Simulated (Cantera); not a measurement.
Input: 1 mol C₂H₄, 0.098 mol O₂, 3.8 mol H₂, equilibrated at 7.50 Torr.

These are equilibrium values from Cantera (NASA tables, ideal gas, pure condensed phases), not measurements of a reactor. Candidate condensed phases: C, C₆H₆, C₇H₈, C₈H₁₈, H₂O; 110 gas species. Rates play no part.

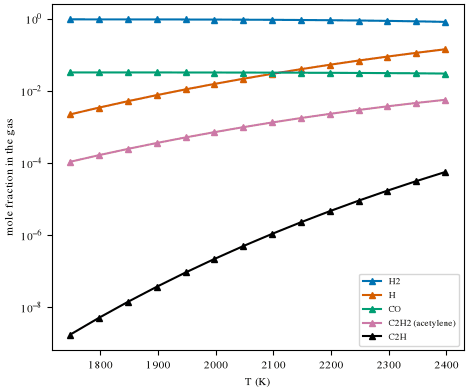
Fig. 1. Equilibrium gas composition (values under 1e-9 drawn at 1e-9)

From 1748 K to 2398 K the condensed part is C(graphite). The main C-bearing gas is CO throughout.
